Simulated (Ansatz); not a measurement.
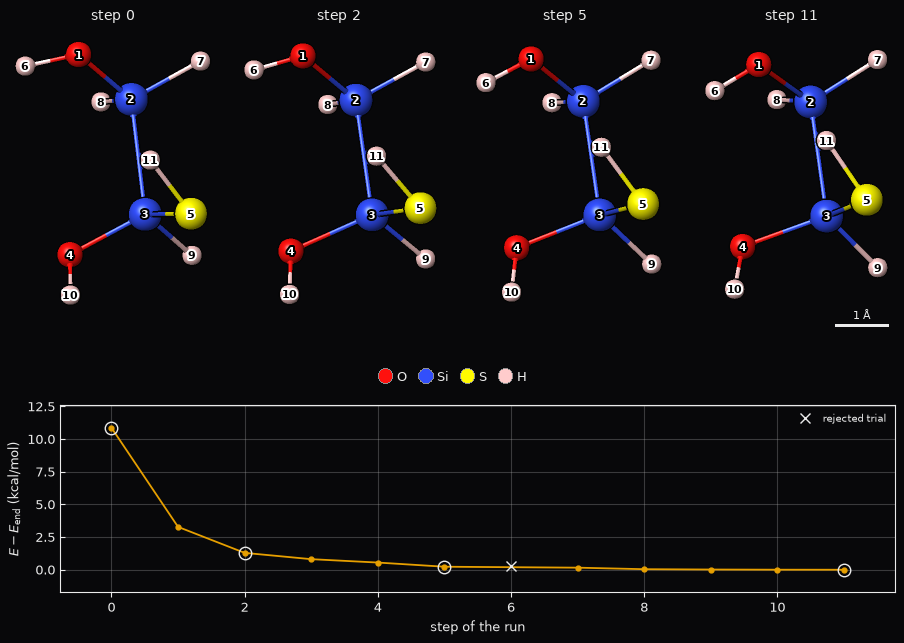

Frames of a relaxation of Si2H6SO2 (coarse preliminary run), marked on the history of the run. The picture is a ball-and-stick view, seen from a free direction.

The start comes from a force field.

Level of theory: Ansatz 0.2.0, RKS PBE-D4/def2-SVP. (force threshold 0.03 eV/Å; at most 200 steps)

Describe the path.

Answer. The atom that moves furthest after the best rigid fit is H6 (0.65 Å). By element the largest moves are H 0.65 Å, O 0.29 Å, S 0.27 Å, Si 0.09 Å. Near-neighbour distances that change, for instance: O1–Si2 1.604 → 1.702 Å, Si3–O4 1.617 → 1.694 Å, O1–H6 1.036 → 0.976 Å, Si3–S5 2.123 → 2.166 Å. Among the angles between lasting bonds that change: Si2–Si3–H9 109.0° → 122.2°, Si2–Si3–O4 110.8° → 100.9°, O1–Si2–Si3 110.5° → 101.7°. The energy falls by 10.9 kcal/mol in 10 accepted moves (11 points after the start). The largest force component goes from 3.5 to 0.017 eV/Å. The line search rejected the trial step at point 6 of the run. Cost: 16 s on 4 threads of Arm Neoverse V1, on a shared host. From step 0 to 2: H atoms move most (0.19 Å), energy −9.58 kcal/mol. From step 2 to 5: H6 moves most (0.33 Å), energy −1.06 kcal/mol. From step 5 to 11: H11 moves most (0.19 Å), energy −0.23 kcal/mol.

| step | E − E(0), kcal/mol | largest force component, eV/Å | note |
| --- | --- | --- | --- |
| 0 | 0.00 | 3.4673 |  |
| 1 | -7.59 | 1.5790 |  |
| 2 | -9.58 | 0.4462 |  |
| 3 | -10.06 | 0.2000 |  |
| 4 | -10.32 | 0.2448 |  |
| 5 | -10.64 | 0.1279 |  |
| 6 | -10.61 | 0.1880 | rejected |
| 7 | -10.72 | 0.0320 |  |
| 8 | -10.83 | 0.0495 |  |
| 9 | -10.86 | 0.0791 |  |
| 10 | -10.87 | 0.0481 |  |
| 11 | -10.87 | 0.0170 |  |
